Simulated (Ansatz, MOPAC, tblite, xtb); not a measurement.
Potential energy curve for Ba(F)2, SMILES [F][Ba][F] (BaF2). The Ba1–F3 bond (Ba1 also carries F; F3 carries nothing else) is stretched with both fragments frozen at the PBE0/def2-TZVP, def2 effective core potentials past Kr optimised geometry.

```
3

Ba     0.0000     0.0000     0.0000
F      0.0000     1.9459    -1.0824
F      0.0000     0.0000     2.2267
```

Methods: GFN1-xTB (xtb); UKS-PBE0 = unrestricted PBE0/def2-TZVP, def2 effective core potentials past Kr in Ansatz (a quantum-chemistry and plane-wave program); GFN2-xTB, 300 K electronic temperature (tblite); PM6, restricted, heats of formation (MOPAC); RKS-PBE = restricted PBE/def2-TZVP, def2 effective core potentials past Kr (Ansatz).

Energies are in kcal/mol, each relative to the lowest point of its own curve near equilibrium.

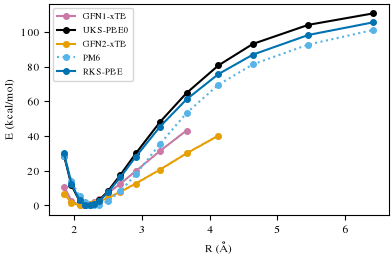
Energy against bond length for each method.

| R / Å | GFN1-xTB | UKS-PBE0 | GFN2-xTB | PM6 | RKS-PBE |
|---|---|---|---|---|---|
| 1.85 | 10.9 | 28.7 | 6.7 | 28.3 | 30.0 |
| 1.96 | 2.6 | 11.6 | 1.6 | 14.0 | 12.5 |
| 2.08 | 0.0 | 2.5 | 0.0 | 5.1 | 3.0 |
| 2.16 | 0.1 | 0.2 | 0.0 | 1.9 | 0.4 |
| 2.23 | 0.9 | 0.0 | 0.5 | 0.5 | 0.0 |
| 2.30 | 2.2 | 1.0 | 1.3 | 0.0 | 0.8 |
| 2.37 | 3.7 | 3.0 | 2.2 | 0.3 | 2.6 |
| 2.50 | 7.1 | 8.3 | 4.3 | 2.5 | 7.5 |
| 2.68 | 12.4 | 17.4 | 7.7 | 8.1 | 16.1 |
| 2.91 | 19.8 | 29.9 | 12.6 | 17.9 | 28.0 |
| 3.27 | 31.4 | 48.1 | 20.7 | 35.5 | 45.4 |
| 3.66 | 43.1 | 64.7 | 29.9 | 53.2 | 61.1 |
| 4.13 | — | 80.6 | 40.2 | 69.5 | 75.6 |
| 4.64 | — | 93.0 | — | 81.3 | 86.9 |
| 5.46 | — | 104.0 | — | 92.7 | 98.2 |
| 6.42 | — | 110.6 | — | 101.1 | 105.5 |

At the longest distance, 6.42 Å, UKS-PBE0 lies highest above its minimum (110.6 kcal/mol) and PM6 lowest (101.1 kcal/mol).

A dash means that the run gave no value there, or that the column was ended at a point which the program doubted or which failed a test of continuity chosen for this set; such a test can also cut sound points.

The unrestricted determinant behind UKS-PBE0 is spin-contaminated at 4.64 to 6.42 Å (<S²> up to 0.5, against 0.00 for a pure singlet).
